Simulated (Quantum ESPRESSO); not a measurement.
# Projected density of states of magnetic Ni2H

Wanted: the exchange-split electronic structure of Ni2H.

Calculated with Quantum ESPRESSO 7.5; PBEsol; plane waves with GBRV 1.5 PBEsol potentials, no spin-orbit coupling.

### Step 1. The structure

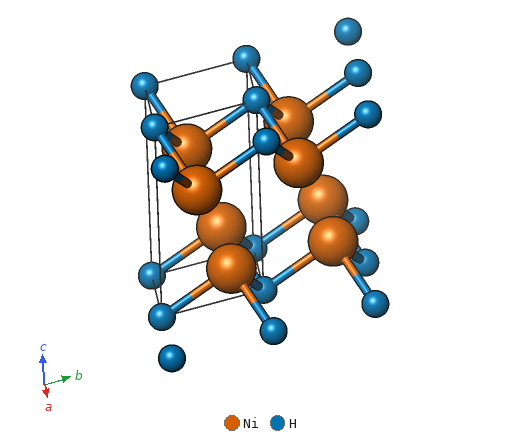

Start, viewed slightly off an axis; nickel orange, hydrogen blue. 2×2×1 cells are drawn. Bonds to atoms that aren't drawn are left out. Some periodic images of atoms are drawn too.

The cell comes from the Crystallography Open Database.

### Step 2. The magnetic state

This state came out lowest in a comparison of starts that is told elsewhere.

Input file pw.in:

```
&CONTROL
  calculation = 'scf'
  prefix = 'pwscf'
  outdir = './tmp'
  pseudo_dir = './pseudo'
  disk_io = 'low'
/
&SYSTEM
  ibrav = 0
  celldm(1) = 8
  nat = 3
  ntyp = 2
  ecutwfc = 40
  ecutrho = 280
  nbnd = 31
  occupations = 'smearing'
  smearing = 'fd'
  degauss = 0.00999582
  nspin = 2
  starting_magnetization(1) = 0.0556
  starting_magnetization(2) = 0
/
&ELECTRONS
  conv_thr = 6d-09
  electron_maxstep = 150
  mixing_beta = 0.3
/
ATOMIC_SPECIES
Ni     58.6934 ni_pbesol_v1.4.uspp.F.UPF
H       1.0080 h_pbesol_v1.4.uspp.F.UPF
CELL_PARAMETERS alat
   0.6243182684232    0.0000000000000    0.0000000000000
  -0.3121591342116    0.5406754805007    0.0000000000000
   0.0000000000000    0.0000000000000    1.0176175181110
ATOMIC_POSITIONS crystal
Ni      0.3333333333    0.6666666667    0.2330000000
Ni      0.6666666667    0.3333333333    0.7670000000
H       0.0000000000    0.0000000000    0.0000000000
K_POINTS automatic
12 12 6 0 0 0
```

Started as:

```
$ OMP_NUM_THREADS=1 mpirun -n 2 pw.x -nk 2 -in pw.in > pw.out
```

Log:

```text
Program PWSCF v.7.5 starts

     Message from routine setup:
     using ibrav=0 with symmetry is DISCOURAGED, use correct ibrav instead

     K-points division:     npool     =       2
     Subspace diagonalization in iterative solution of the eigenvalue problem:

     bravais-lattice index     =            0
     lattice parameter (alat)  =       8.0000  a.u.
     unit-cell volume          =     175.8722 (a.u.)^3
     number of atoms/cell      =            3
     number of atomic types    =            2
     number of electrons       =        37.00
     number of Kohn-Sham states=           31
     kinetic-energy cutoff     =      40.0000  Ry
     charge density cutoff     =     280.0000  Ry
     scf convergence threshold =      6.0E-09
     mixing beta               =       0.3000
     number of iterations used =            8  plain     mixing
     Exchange-correlation= SLA  PW   PSX  PSC
                           (   1   4  10   8   0   0   0)

     celldm(1)=   8.000000  celldm(2)=   0.000000  celldm(3)=   0.000000
     celldm(4)=   0.000000  celldm(5)=   0.000000  celldm(6)=   0.000000

     crystal axes: (cart. coord. in units of alat)
               a(1) = (   0.624318   0.000000   0.000000 )
               a(2) = (  -0.312159   0.540675   0.000000 )
               a(3) = (   0.000000   0.000000   1.017618 )

     reciprocal axes: (cart. coord. in units 2 pi/alat)
               b(1) = (  1.601747  0.924769 -0.000000 )
               b(2) = (  0.000000  1.849538  0.000000 )
               b(3) = (  0.000000 -0.000000  0.982687 )

     PseudoPot. # 1 for Ni read from file:
     ni_pbesol_v1.4.uspp.F.UPF
     Pseudo is Ultrasoft + core correction, Zval = 18.0

     PseudoPot. # 2 for H  read from file:
     h_pbesol_v1.4.uspp.F.UPF
     Pseudo is Ultrasoft, Zval =  1.0

     atomic species   valence    mass     pseudopotential
     Ni               18.00    58.69340     Ni( 1.00)
     H                 1.00     1.00800     H ( 1.00)

     Starting magnetic structure
     atomic species   magnetization
     Ni              0.056
     H               0.000

     12 Sym. Ops., with inversion, found

   Cartesian axes

     site n.     atom                  positions (alat units)
         1        Ni     tau(   1) = (  -0.0000000   0.3604503   0.2371049  )
         2        Ni     tau(   2) = (   0.3121591   0.1802252   0.7805126  )
         3        H      tau(   3) = (   0.0000000   0.0000000   0.0000000  )

     number of k points=   100  Fermi-Dirac smearing, width (Ry)=  0.0100

     Number of k-points >= 100: set verbosity='high' to print them.

     Dense  grid:    13909 G-vectors     FFT dimensions: (  27,  27,  45)

     Smooth grid:     5979 G-vectors     FFT dimensions: (  24,  24,  36)

     Check: negative core charge=   -0.000018
     Generating pointlists ...
     new r_m :   0.1780 (alat units)  1.4238 (a.u.) for type    1
     new r_m :   0.1780 (alat units)  1.4238 (a.u.) for type    2

     Initial potential from superposition of free atoms

     starting charge      33.0000, renormalised to      37.0000
     Starting wfcs are   27 randomized atomic wfcs +    4 random wfcs

     Self-consistent Calculation

     iteration #  1     ecut=    40.00 Ry     beta= 0.30
     Davidson diagonalization with overlap
     ethr =  1.00E-02,  avg # of iterations =  6.3

     total energy              =    -669.85771998 Ry
     estimated scf accuracy    <      76.07524824 Ry

     total magnetization       =     0.30 Bohr mag/cell
     absolute magnetization    =     0.35 Bohr mag/cell

     iteration #  2     ecut=    40.00 Ry     beta= 0.30
     Davidson diagonalization with overlap
     ethr =  1.00E-02,  avg # of iterations =  3.0

     total energy              =    -685.92574268 Ry
     estimated scf accuracy    <       8.12696787 Ry

     total magnetization       =     0.06 Bohr mag/cell
     absolute magnetization    =     0.21 Bohr mag/cell

     [... further iterations left out ...]

     iteration # 13     ecut=    40.00 Ry     beta= 0.30
     Davidson diagonalization with overlap
     ethr =  6.05E-10,  avg # of iterations =  2.3

     total energy              =    -687.31382638 Ry
     estimated scf accuracy    <       0.00000002 Ry

     total magnetization       =     0.43 Bohr mag/cell
     absolute magnetization    =     0.49 Bohr mag/cell

     iteration # 14     ecut=    40.00 Ry     beta= 0.30
     Davidson diagonalization with overlap
     ethr =  6.62E-11,  avg # of iterations =  2.0

     Magnetic moment per site  (integrated on atomic sphere of radius R)
     atom   1 (R=0.178)  charge= 15.0494  magn=  0.2214
     atom   2 (R=0.178)  charge= 15.0494  magn=  0.2214
     atom   3 (R=0.178)  charge=  1.1206  magn= -0.0046

     End of self-consistent calculation

     Number of k-points >= 100: set verbosity='high' to print the bands.

     the Fermi energy is    14.8757 ev

!    total energy              =    -687.31382673 Ry
     estimated scf accuracy    <          3.6E-09 Ry
     smearing contrib. (-TS)   =      -0.01641103 Ry
     internal energy E=F+TS    =    -687.29741569 Ry

     The total energy is F=E-TS. E is the sum of the following terms:
     one-electron contribution =    -424.47813588 Ry
     hartree contribution      =     232.43986109 Ry
     xc contribution           =     -71.06755681 Ry
     ewald contribution        =    -424.19158409 Ry

     total magnetization       =     0.43 Bohr mag/cell
     absolute magnetization    =     0.49 Bohr mag/cell

     convergence has been achieved in  14 iterations

=------------------------------------------------------------------------------=
   JOB DONE.
=------------------------------------------------------------------------------=
```

Run time: 47 s. Hardware: 2 MPI ranks of Arm Neoverse V2, shared host; peak memory 0.22 GiB; 94 s of CPU time.

Spin moment in the atom's sphere by atom:

```
atom  spin moment in the atom's sphere (μB)
 Ni1                                  0.221
 Ni2                                  0.221
  H3                                 -0.005
```

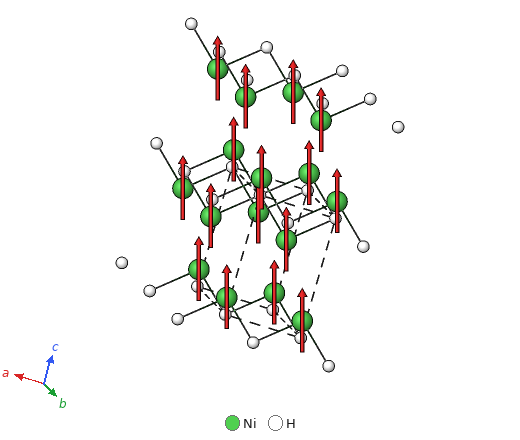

Spin moment in the atom's sphere as arrows, the longest 0.221 μB. Up and down stand for the sign. Arrows give size and sign along the axis of quantisation, drawn up and down the page. Bonds to atoms that aren't drawn are left out. 2×2×2 cells are drawn. Some periodic images of atoms are drawn too.

Read from the output:

```
smearing term TS       : 0.2233 eV
magnetization          : 0.433 μB
absolute magnetization : 0.493 μB
final state            : ferromagnetic
```

### Step 3. Projected density of states

Input file projwfc.in:

```
&PROJWFC
  prefix = 'pwscf'
  outdir = './tmp'
  filpdos = 'pdos'
  ngauss = 0
  degauss = 0.01
  DeltaE = 0.05
  Emin = 5.88
  Emax = 19.88
/
```

Started as:

```
$ OMP_NUM_THREADS=1 mpirun -n 2 projwfc.x -nk 2 -in projwfc.in > projwfc.out
```

Log:

```text
[banner, memory and clock lines left out]
Program PROJWFC v.7.5 starts

     [... lines left out ...]
     IMPORTANT: XC functional enforced from input :
     Exchange-correlation= PBESOL
                           (   1   4  10   8   0   0   0)
     Any further DFT definition will be discarded
     Please, verify this is what you really want

     G-vector sticks info

     Check: negative core charge=   -0.000018

     Gaussian broadening (read from input): ngauss,degauss=   0    0.010000

     Calling projwave ....

  Problem Sizes
  natomwfc =           27
  nbnd     =           31
  nkstot   =          200
  npwx     =          768
  nkb      =           38

     Atomic states used for projection
     (read from pseudopotential files):

     state #   1: atom   1 (Ni ), wfc  1 (l=0 m= 1)
     state #   2: atom   1 (Ni ), wfc  2 (l=1 m= 1)
     state #   3: atom   1 (Ni ), wfc  2 (l=1 m= 2)
     state #   4: atom   1 (Ni ), wfc  2 (l=1 m= 3)
     state #   5: atom   1 (Ni ), wfc  3 (l=2 m= 1)
     state #   6: atom   1 (Ni ), wfc  3 (l=2 m= 2)
     state #   7: atom   1 (Ni ), wfc  3 (l=2 m= 3)
     state #   8: atom   1 (Ni ), wfc  3 (l=2 m= 4)
     state #   9: atom   1 (Ni ), wfc  3 (l=2 m= 5)
     state #  10: atom   1 (Ni ), wfc  4 (l=0 m= 1)
     state #  11: atom   1 (Ni ), wfc  5 (l=1 m= 1)
     state #  12: atom   1 (Ni ), wfc  5 (l=1 m= 2)
     state #  13: atom   1 (Ni ), wfc  5 (l=1 m= 3)
     state #  14: atom   2 (Ni ), wfc  1 (l=0 m= 1)
     state #  15: atom   2 (Ni ), wfc  2 (l=1 m= 1)
     state #  16: atom   2 (Ni ), wfc  2 (l=1 m= 2)
     state #  17: atom   2 (Ni ), wfc  2 (l=1 m= 3)
     state #  18: atom   2 (Ni ), wfc  3 (l=2 m= 1)
     state #  19: atom   2 (Ni ), wfc  3 (l=2 m= 2)
     state #  20: atom   2 (Ni ), wfc  3 (l=2 m= 3)
     state #  21: atom   2 (Ni ), wfc  3 (l=2 m= 4)
     state #  22: atom   2 (Ni ), wfc  3 (l=2 m= 5)
     state #  23: atom   2 (Ni ), wfc  4 (l=0 m= 1)
     state #  24: atom   2 (Ni ), wfc  5 (l=1 m= 1)
     state #  25: atom   2 (Ni ), wfc  5 (l=1 m= 2)
     state #  26: atom   2 (Ni ), wfc  5 (l=1 m= 3)
     state #  27: atom   3 (H  ), wfc  1 (l=0 m= 1)

 [... projections of the bands left out ...]

Lowdin Charges:

     Atom #   1: total charge =  18.0553, s =  2.4291, p =  7.0592, d =  8.5670,
                 spin up      =   9.1377, s =  1.2130,
                 spin up      =   9.1377, p =  3.5233, pz=  1.1772, px=  1.1731, py=  1.1731,
                 spin up      =   9.1377, d =  4.4014, dz2=  0.8790, dxz=  0.8834, dyz=  0.8834, dx2-y2=  0.8778, dxy=  0.8778,
                 spin down    =   8.9176, s =  1.2162,
                 spin down    =   8.9176, p =  3.5359, pz=  1.1813, px=  1.1773, py=  1.1773,
                 spin down    =   8.9176, d =  4.1655, dz2=  0.8273, dxz=  0.8371, dyz=  0.8371, dx2-y2=  0.8320, dxy=  0.8320,
                 polarization =   0.2201, s = -0.0032, p = -0.0126, d =  0.2359,
     Atom #   2: total charge =  18.0553, s =  2.4291, p =  7.0592, d =  8.5670,
                 spin up      =   9.1377, s =  1.2130,
                 spin up      =   9.1377, p =  3.5233, pz=  1.1772, px=  1.1731, py=  1.1731,
                 spin up      =   9.1377, d =  4.4014, dz2=  0.8790, dxz=  0.8834, dyz=  0.8834, dx2-y2=  0.8778, dxy=  0.8778,
                 spin down    =   8.9176, s =  1.2162,
                 spin down    =   8.9176, p =  3.5359, pz=  1.1813, px=  1.1773, py=  1.1773,
                 spin down    =   8.9176, d =  4.1655, dz2=  0.8273, dxz=  0.8371, dyz=  0.8371, dx2-y2=  0.8320, dxy=  0.8320,
                 polarization =   0.2201, s = -0.0032, p = -0.0126, d =  0.2359,
     Atom #   3: total charge =   0.7956, s =  0.7956, p =  0.0000, d =  0.0000,
                 spin up      =   0.3964, s =  0.3964,
                 spin up      =   0.3964, p =  0.0000, pz=  0.0000, px=  0.0000, py=  0.0000,
                 spin up      =   0.3964, d =  0.0000, dz2=  0.0000, dxz=  0.0000, dyz=  0.0000, dx2-y2=  0.0000, dxy=  0.0000,
                 spin down    =   0.3992, s =  0.3992,
                 spin down    =   0.3992, p =  0.0000, pz=  0.0000, px=  0.0000, py=  0.0000,
                 spin down    =   0.3992, d =  0.0000, dz2=  0.0000, dxz=  0.0000, dyz=  0.0000, dx2-y2=  0.0000, dxy=  0.0000,
                 polarization =  -0.0028, s = -0.0028, p =  0.0000, d =  0.0000,
     Spilling Parameter:   0.0025
```

It took 1.7 s on 2 MPI ranks; peak memory 0.06 GiB.

The density of states has structure finer than the step of the table below, so its rows give means over 1 eV, whole bins alone (the curve runs from -9.00 to 5.05 eV). Peaks (eV: height): up -7.2: 0.894, -1.7: 4.35, -0.4: 5.19; down -7.2: 0.87, -1.5: 4.2, -0.2: 5.16; Ni1 d up -1.7: 2.02, -0.4: 2.57; Ni1 d down -1.5: 1.95, -0.2: 2.55.

Gaussian broadening of 0.136 eV on the SCF mesh. The density of states by energy, zero at the Fermi level; means over each step; values in states/eV/cell:

```csv
energy (eV),up,down,Ni1 d up,Ni1 d down
-8,0.260,0.256,0.0210,0.0195
-7,0.388,0.395,0.0572,0.0557
-6,0.0149,0.0138,8.0e-4,6.5e-4
-5,0.0972,0.0887,0.00981,0.00759
-4,0.727,0.619,0.215,0.169
-3,1.61,1.41,0.663,0.562
-2,3.40,2.88,1.55,1.29
-1,2.67,2.48,1.29,1.17
0,1.56,2.45,0.730,1.19
1,0.360,0.438,0.112,0.153
2,0.278,0.286,0.0614,0.0712
3,0.202,0.224,0.0349,0.0428
4,0.192,0.171,0.0290,0.0273
```

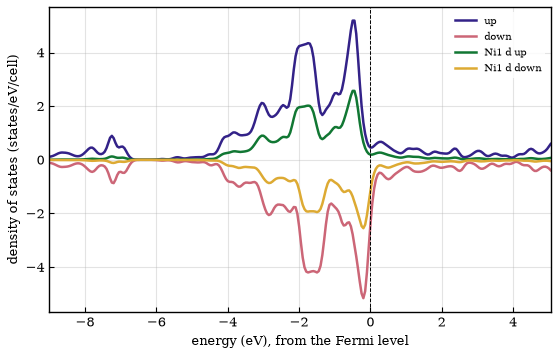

Density of states against energy. Down spins are drawn negative.

### Step 4. Results

| Item | Value |
| --- | --- |
| state | ferromagnetic |
| largest moment in a sphere | 0.221 μB |

In words: The most distinct maxima of the density of states (up) lie at -7.25, -1.75 and -0.45 eV, the highest at -0.446 eV. These are Kohn–Sham states without spin–orbit coupling, on the mesh of the self-consistent run. Energies are free energies at an electronic temperature of 1580 K, which lowers moments and differences where the moments are itinerant.

[Logs and program files are shortened in this print: banners, set-up blocks, solver, clock and traceback lines can be left out without a mark of their own.]

[Logs are printed without paths, hosts, clocks, repeated set-up lines and the standing remarks that a program may print on its own settings, such as how far it seeks lower states.]

[Hosts, paths, dates, database ids (printed as entryN), source tags and the programs' standing remarks are cut or masked in the printed files.]

[Where a cell is said to come from a database of computed structures, the database is the Materials Project.]
